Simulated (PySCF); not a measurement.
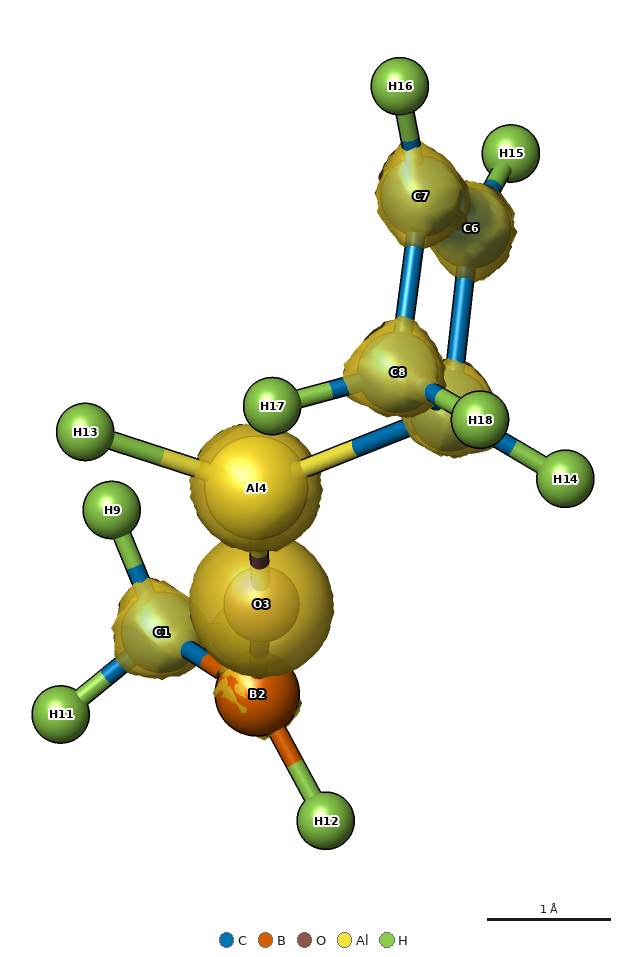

*C₅H₁₀AlBO (SMILES CB[O][AlH][C@H]1C=CC1). Isosurface of the total electron density at 2 e/Å³ (yellow), seen at an oblique angle.*

Geometry: GFN2-xTB.

Level of theory: PBE0/pcSseg-1, SCF density, gas phase, non-relativistic in PySCF 2.14.0.

```xyz
18

C    -3.9013    0.5812   -0.5307
B    -2.8782   -0.5854   -0.2102
O    -1.5795   -0.3285   -0.0101
Al    0.0064    0.0878    0.2633
C     1.6051   -0.7045   -0.6482
C     2.2744    0.3169   -1.5337
C     3.3258    0.4812   -0.7338
C     2.8657   -0.5392    0.2608
H    -3.4182    1.5490   -0.6429
H    -4.4626    0.3709   -1.4387
H    -4.6373    0.6652    0.2674
H    -3.2541   -1.7019   -0.1386
H     0.2145    1.2164    1.2802
H     1.5108   -1.6957   -1.1116
H     1.9787    0.7458   -2.4770
H     4.1897    1.1225   -0.7430
H     2.6655   -0.1453    1.2623
H     3.4858   -1.4302    0.3433
```

### How is the density connected at this value?

At this value the surface falls into 17 separate pieces. It bridges the sampled C–C (1.33 Å) contacts, where the density stays above the isovalue. It is pinched off along the sampled B–O (1.34 Å), C–B (1.58 Å) and Al–O (1.66 Å) contacts. On the grid the lowest density along these lines, outside the cores, is 2.3 e/Å³ (C–C, 1.33 Å), 1.6 e/Å³ (B–O, 1.34 Å), 1.2 e/Å³ (C–B, 1.58 Å) and 0.74 e/Å³ (Al–O, 1.66 Å).
